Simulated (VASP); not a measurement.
# Sn: Sn into a neighbouring Sn vacancy

Wanted: the minimum-energy path in Sn for this move: Sn into a neighbouring Sn vacancy. The start is a computed cell from the Materials Project.

Calculated with VASP 6.6.1; PBEsol; plane waves and PAW (Sn).

**1. The host crystal**

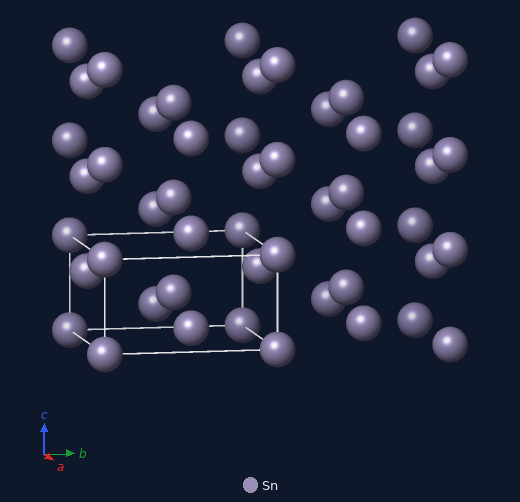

Start, viewed slightly off an axis; tin purple. 1×2×3 cells are drawn. This picture shows the conventional cell, with its axes. Some periodic images of atoms are drawn too.

Coordinates:

```cif
data_structure
_symmetry_space_group_name_H-M 'P 1'
_symmetry_Int_Tables_number 1
_cell_length_a 4.4550
_cell_length_b 4.4550
_cell_length_c 4.4550
_cell_angle_alpha 97.405
_cell_angle_beta 97.405
_cell_angle_gamma 137.923
_cell_volume 55.30
loop_
_atom_site_label
_atom_site_type_symbol
_atom_site_fract_x
_atom_site_fract_y
_atom_site_fract_z
_atom_site_occupancy
Sn1 Sn 0.00000 0.00000 0.00000 1
Sn2 Sn 0.75000 0.25000 0.50000 1
```

**2. Relax the host**

The later steps need the crystal at this functional's own lattice; a raised cutoff keeps the stress reliable while the cell changes.

The input, INCAR:

```
SYSTEM = Sn
PREC = Accurate
ENCUT = 350
EDIFF = 1E-06
NELM = 120
ISMEAR = 1
SIGMA = 0.15
LREAL = .FALSE.
ALGO = Normal
GGA = PS
NBANDS = 10
LORBIT = 11
LWAVE = .FALSE.
LCHARG = .FALSE.
KPAR = 5
LASPH = .TRUE.
IBRION = 2
NSW = 40
ISIF = 3
EDIFFG = -0.02
POTIM = 0.4
```

The input, POSCAR:

```
Sn
1.0
   -2.9401404553      2.9401404553      1.5993019889
    2.9401404553     -2.9401404553      1.5993019889
    2.9401404553      2.9401404553     -1.5993019889
Sn
2
Direct
    0.0000000000      0.0000000000      0.0000000000
    0.7500000000      0.2500000000      0.5000000000
```

The input, KPOINTS:

```
Automatic mesh
0
Gamma
12 12 12
0 0 0
```

PAW data sets: Sn (PBE family, release 64).

Run with:

```sh
> mpirun -np 5 vasp_std
```

What it wrote:

```text
[banner, memory and clock lines left out]
running    5 mpi-ranks, on    1 nodes
 distrk:  each k-point on    1 cores,    5 groups
 distr:  one band on    1 cores,    1 groups

 POSCAR found type information on POSCAR Sn
 POSCAR found :  1 types and       2 ions
|                                                                             |
|           W    W    AA    RRRRR   N    N  II  N    N   GGGG   !!!           |
|           W    W   A  A   R    R  NN   N  II  NN   N  G    G  !!!           |
|           W    W  A    A  R    R  N N  N  II  N N  N  G       !!!           |
|           W WW W  AAAAAA  RRRRR   N  N N  II  N  N N  G  GGG   !            |
|           WW  WW  A    A  R   R   N   NN  II  N   NN  G    G                |
|           W    W  A    A  R    R  N    N  II  N    N   GGGG   !!!           |
|                                                                             |
|     For optimal performance we recommend to set                             |
|       NCORE = 2 up to number-of-cores-per-socket                            |
|     NCORE specifies how many cores store one orbital (NPAR=cpu/NCORE).      |
|     This setting can greatly improve the performance of VASP for DFT.       |
|     The default, NCORE=1 might be grossly inefficient on modern             |
|     multi-core architectures or massively parallel machines. Do your        |
|     Unfortunately you need to use the default for GW and RPA                |
|     calculations (for HF NCORE is supported but not extensively tested      |
|     yet).                                                                   |
|                                                                             |

|                                                                             |
|               ----> ADVICE to this user running VASP <----                  |
|                                                                             |
|     You enforced a specific xc type in the INCAR file but a different       |
|     [... a line on the potential file left out ...]
|     I HOPE YOU KNOW WHAT YOU ARE DOING!                                     |
|                                                                             |

 LDA part: xc-table for (Slater+PW92), standard interpolation
 POSCAR, INCAR and KPOINTS ok, starting setup
 FFT: planning ... GRIDC
 FFT: planning ... GRID_SOFT
 FFT: planning ... GRID
 WAVECAR not read
 entering main loop
       N       E                     dE             d eps       ncg     rms          rms(c)
DAV:   1     0.780570582876E+01    0.78057E+01   -0.23071E+03  3260   0.430E+02
DAV:   2    -0.809302645934E+01   -0.15899E+02   -0.15344E+02  4752   0.642E+01
DAV:   3    -0.853311158163E+01   -0.44009E+00   -0.43703E+00  4156   0.106E+01
DAV:   4    -0.853471037405E+01   -0.15988E-02   -0.15983E-02  4088   0.737E-01
DAV:   5    -0.853471461721E+01   -0.42432E-05   -0.42436E-05  3910   0.363E-02    0.249E+00
DAV:   6    -0.850299830990E+01    0.31716E-01   -0.51094E-03  3700   0.443E-01    0.146E+00
DAV:   7    -0.848266233357E+01    0.20336E-01   -0.13810E-02  3584   0.720E-01    0.795E-02
DAV:   8    -0.848278208762E+01   -0.11975E-03   -0.23473E-04  4120   0.930E-02    0.125E-02
DAV:   9    -0.848278428447E+01   -0.21969E-05   -0.55491E-06  3746   0.150E-02    0.343E-03
DAV:  10    -0.848278371412E+01    0.57035E-06   -0.76001E-07  2278   0.448E-03
   1 F= -.84827837E+01 E0= -.84825809E+01  d E =-.848278E+01
 curvature:   0.00 expect dE= 0.000E+00 dE for cont linesearch  0.000E+00
 trial: gam= 0.00000 g(F)=  0.121E-51 g(S)=  0.151E-01 ort = 0.000E+00 (trialstep = 0.100E+01)
 search vector abs. value=  0.151E-01
 bond charge predicted
       N       E                     dE             d eps       ncg     rms          rms(c)
DAV:   1    -0.849665095525E+01   -0.13867E-01   -0.25832E-01  3500   0.260E+00    0.338E-01
DAV:   2    -0.849227500683E+01    0.43759E-02   -0.24577E-03  3626   0.300E-01    0.190E-01
DAV:   3    -0.848992380980E+01    0.23512E-02   -0.40276E-03  3420   0.321E-01    0.332E-02
DAV:   4    -0.848994980695E+01   -0.25997E-04   -0.27881E-05  3746   0.344E-02    0.759E-03
DAV:   5    -0.848994954269E+01    0.26427E-06   -0.12689E-06  3572   0.558E-03
   2 F= -.84899495E+01 E0= -.84897684E+01  d E =-.716583E-02
 trial-energy change:   -0.007166  1 .order   -0.006965   -0.015066    0.001136
 step:   0.9344(harm=  0.9299)  dis= 0.00000  next Energy=    -8.489987 (dE=-0.720E-02)
 bond charge predicted
       N       E                     dE             d eps       ncg     rms          rms(c)
DAV:   1    -0.849001613715E+01   -0.66330E-04   -0.10909E-03  3556   0.168E-01    0.222E-02
DAV:   2    -0.848999624891E+01    0.19888E-04   -0.10733E-05  3628   0.199E-02    0.125E-02
DAV:   3    -0.848998470180E+01    0.11547E-04   -0.17195E-05  3432   0.210E-02    0.214E-03
DAV:   4    -0.848998483539E+01   -0.13359E-06   -0.10848E-07  1886   0.222E-03
   3 F= -.84899848E+01 E0= -.84898011E+01  d E =-.720112E-02
 curvature:  -0.46 expect dE=-0.204E-04 dE for cont linesearch -0.161E-07
 trial: gam= 0.00444 g(F)=  0.160E-49 g(S)=  0.440E-04 ort =-0.229E-04 (trialstep = 0.987E+00)
 search vector abs. value=  0.441E-04
 reached required accuracy - stopping structural energy minimisation
```

Wall time 10 s (5 MPI ranks of Intel Xeon 6975P-C (Granite Rapids), shared host); peak memory 0.94 GiB.

The logs omit lines about the potential files and the build; timing stands in the text.

OUTCAR, selected parts (step 2):

```text
ion  position               nearest neighbor table
   1  0.000  0.000  0.000-   2 3.05   2 3.05   2 3.05   2 3.05
   2  0.750  0.250  0.500-   1 3.05   1 3.05   1 3.05   1 3.05

  LATTYP: Found a body centered tetragonal cell.
 ALAT       =     5.8802809106
 C/A-ratio  =     0.5439542815

 Subroutine GETGRP returns: Found 16 space group operations
 (whereof  8 operations were pure point group operations)

The static configuration has the point symmetry D_2d.
 The point group associated with its full space group is D_4h.

 Found    163 irreducible k-points:

   k-points           NKPTS =    163   k-points in BZ     NKDIM =    163   number of bands    NBANDS=     10

   dimension x,y,z NGX =    28 NGY =   28 NGZ =   28
   dimension x,y,z NGXF=    56 NGYF=   56 NGZF=   56

   ENCUT  =  350.0 eV  25.72 Ry    5.07 a.u.   6.80  6.80  6.80*2*pi/ulx,y,z

   NELECT =       8.0000    total number of electrons

 k-points in reciprocal lattice and weights: Automatic mesh
   0.00000000  0.00000000  0.00000000       0.001
   0.08333333 -0.00000000  0.00000000       0.005
   0.16666667 -0.00000000  0.00000000       0.005
   0.25000000 -0.00000000  0.00000000       0.005
   0.33333333 -0.00000000  0.00000000       0.005
   0.41666667  0.00000000 -0.00000000       0.005
   0.50000000 -0.00000000  0.00000000       0.002
   0.08333333  0.08333333  0.00000000       0.005
   0.16666667  0.08333333  0.00000000       0.009
[...]
-0.41666667 -0.41666667  0.41666667       0.001
   0.50000000  0.50000000  0.50000000       0.001

 average (electrostatic) potential at core
       1 -43.7583       2 -43.7583

 E-fermi :   5.1957

 k-point     1 :       0.0000    0.0000    0.0000
  band No.  band energies     occupation
      1      -6.0123      2.00000
      2       1.5767      2.00000
      3       3.1908      2.00000
      4       3.1908      2.00000
      5       8.1204     -0.00000
      6      11.4668      0.00000
      7      11.4668      0.00000
      8      12.1470      0.00000
      9      12.2482      0.00000
    ...

 k-point     2 :       0.0833   -0.0000    0.0000
  band No.  band energies     occupation
      1      -5.8728      2.00000
      2       1.3710      2.00000
      3       3.2009      2.00000
      4       3.6626      2.00000
      5       8.3561      0.00000
      6      10.6762      0.00000
      7      11.0581      0.00000
      8      11.3058      0.00000
      9      11.4584      0.00000
    ...

 k-point     3 :       0.1667   -0.0000    0.0000
  band No.  band energies     occupation
      1      -5.4548      2.00000
      2       1.1009      2.00000
      3       3.2545      2.00000
      4       4.7052      2.00004
      5       8.4495      0.00000
      6       9.0157      0.00000
      7       9.1498      0.00000
      8      10.3531      0.00000
      9      11.1003      0.00000
    ...

  Total        0.0205631      0.0205631     -0.0378763      0.0000000      0.0000000      0.0000000
  in kB        0.6125092      0.6125092     -1.1282147      0.0000000      0.0000000      0.0000000
  external PRESSURE =       0.0322679 kB  Pullay stress =       0.0000000 kB

  energy-cutoff  :      350.00
  volume of cell :       53.79
      direct lattice vectors                 reciprocal lattice vectors
    -2.913310095  2.913310095  1.584357956     0.000000000  0.171626083  0.315585249
     2.913310095 -2.913310095  1.584357956     0.171626083  0.000000000  0.315585249
     2.913310095  2.913310095 -1.584357956     0.171626083  0.171626083  0.000000000

 POSITION                                       TOTAL-FORCE (eV/Angst)
 -----------------------------------------------------------------------------------
     -0.00000      0.00000      0.00000         0.000000      0.000000      0.000000
      0.00000      2.91331      0.79218        -0.000000     -0.000000     -0.000000
 -----------------------------------------------------------------------------------
    total drift:                               -0.000000     -0.000000     -0.000000

  FREE ENERGIE OF THE ION-ELECTRON SYSTEM (eV)
  ---------------------------------------------------
  free  energy   TOTEN  =        -8.4899848354 eV

  energy  without entropy=       -8.4894336534  energy(sigma->0) =       -8.48980111

 reached required accuracy - stopping structural energy minimisation

 total charge
# of ion       s       p       d       tot
------------------------------------------
    1        1.468   1.477   0.111   3.057
    2        1.468   1.477   0.111   3.057
--------------------------------------------------
tot          2.936   2.955   0.223   6.114

[... 3 further parts left out ...]
```

The PAW data sets were made with PBE, which is usual practice but a small mismatch for other functionals. The data set Sn keeps the semicore shell frozen, which is cheaper and a little less accurate. The run keeps the 16 symmetry operations of its start, so it cannot find a distortion of lower symmetry.

Relaxation path:

```csv
step,energy less that of the first step (eV),largest force (eV/Å),pressure (GPa),volume (Å³)
1,0.0000,0.0000,-1.48,55.30
2,-0.0072,0.0000,0.12,53.68
3,-0.0072,0.0000,0.00,53.79
```

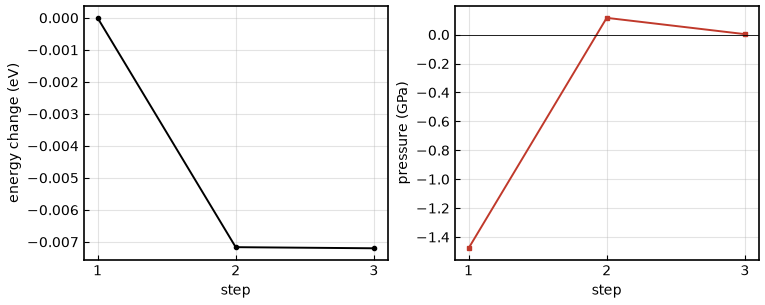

Energy and pressure along the relaxation.

| conventional cell, symmetrised | before | after | change |
| --- | --- | --- | --- |
| a (Å) | 5.880 | 5.827 | -0.9 % |
| b (Å) | 5.880 | 5.827 | -0.9 % |
| c (Å) | 3.199 | 3.169 | -0.9 % |
| volume (Å³/atom) | 27.65 | 26.89 | -2.7 % |

Final coordinates:

```xyz
2
Lattice="-2.9133 2.9133 1.5844 2.9133 -2.9133 1.5844 2.9133 2.9133 -1.5844" Properties=species:S:1:pos:R:3 pbc="T T T"
Sn    0.0000    0.0000    0.0000
Sn    0.0000    2.9133    0.7922
```

Numbers from this step:

```yaml
electronic_cycles: 19
electrons: 8
free_energy_toten: -8.490 eV
energy_at_zero_smearing: -8.490 eV
fermi_energy: 5.196 eV
metallic: yes
```

The run ended after 3 ionic steps, 0.007 eV below its first step, once forces and stress met EDIFFG = -0.02.

[end of part 1 of 5]

[Lines on the potential files, build, host, timing and source positions are cut from VASP's logs without a mark.]

[Logs are printed without paths, hosts, clocks, repeated set-up lines and the standing remarks that a program may print on its own settings, such as how far it seeks lower states.]

[Hosts, paths, dates, database ids (printed as entryN), source tags and the programs' standing remarks are cut or masked in the printed files.]

[Runs that stopped without an error message from VASP are left out.]
